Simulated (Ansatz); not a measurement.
MoSeO (2H monolayer (Janus)), computed twice by G0W0.

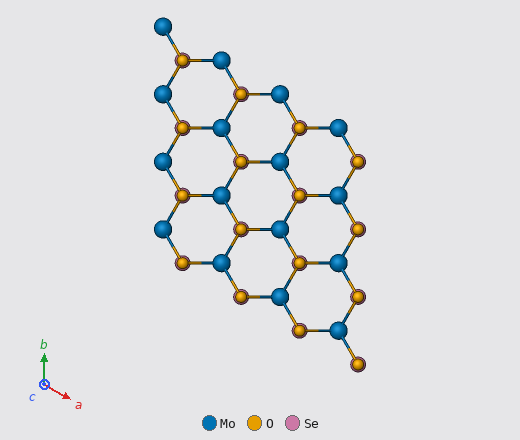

The structure (molybdenum blue, oxygen orange, selenium pink). 4×4×1 cells are drawn.

The cell holds 3 atoms: 1 Mo, 1 O and 1 Se. Cell: a = 3.009 Å, b = 3.009 Å, c = 28.900 Å, α = 90.0°, β = 90.0°, γ = 120.0°. Vacuum lies along c.

```
Mo O Se
1.0
     3.00922    0.00000    0.00000
    -1.50461    2.60606    0.00000
     0.00000    0.00000   28.90000
Mo O Se
1 1 1
Direct
  0.33333 0.66667 0.51151
  0.66667 0.33333 0.54925
  0.66667 0.33333 0.45075
```

The structure was relaxed with LDA. The runs that relaxed it are not among those shown.

The first (Ansatz 0.2.0; start LDA, 6×6×1 mesh, 204 empty bands, screening to 54 eV, PAW set soft_1 files; 4 threads of Arm Neoverse V1, shared host) gave, on its mesh: starting gap 0.88 eV, G0W0 gap 1.68 eV, mean of 1 + 4πα/V (set by the cell height) 2.98, 52 s.

The second changes empty bands from 204 to 72 and screening cutoff (eV) from 54.0 to 27.0. What does it give?

It gave: starting gap 0.88 eV, G0W0 gap 1.89 eV, mean of 1 + 4πα/V (set by the cell height) 3.03, 15 s. The G0W0 gap moves by +0.21 eV, +0.00 eV from the start and +0.21 eV from the correction. Σc changes by +0.20 eV at the valence top and +0.41 eV at the conduction bottom, and Σx − Vxc between them by +0.00 eV.

Limits: not at the basis limit; coarse mesh for a sheet; no spin-orbit coupling.

[Paths, hosts, dates, memory and timing lines, banners, echoed tables and standing remarks are left out of the program output.]

[Logs are printed without paths, hosts, clocks, repeated set-up lines and the standing remarks that a program may print on its own settings, such as how far it seeks lower states.]

[Runs of the session that timed out or met a known fault of the program may be left out.]

[Cells called generated may have been cut or substituted from an entry of the Crystallography Open Database or the Materials Project.]

[Hosts, paths, dates, database ids (printed as entryN), source tags and the programs' standing remarks are cut or masked in the printed files.]
